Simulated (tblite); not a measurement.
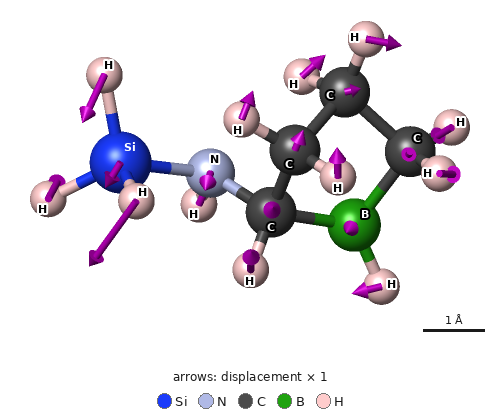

This is a relaxation of C₄H₁₂BNSi. The starting structure is drawn; purple arrows show the displacements, at their true length. The two geometries are superimposed by the best rigid fit.

A ball-and-stick model, seen at a tilt.

Method: GFN2-xTB geometry optimisation, gas phase in tblite 0.8.0. 

Atoms of which element are displaced furthest, and by how much?

Hydrogen: up to 1.56 Å, against 0.52 Å for silicon.

What did the optimiser do to the structure, and how much energy did it gain?

The energy falls by 27.7 kcal/mol in 146 geometry steps. The largest move after the best rigid fit is that of an H atom, 1.56 Å. By element the largest moves are H 1.56 Å, Si 0.52 Å, N 0.47 Å, C 0.44 Å, B 0.36 Å. Among the contacts that change: N–Si 1.804 → 1.714 Å, B–C 1.618 → 1.573 Å, C–C 1.510 → 1.542 Å, H–N 1.031 → 1.008 Å. Bond angles that change, for instance: Si–N–C 106.2° → 124.2°, H–C–H 115.5° → 105.5°, N–Si–H 113.8° → 103.9°.
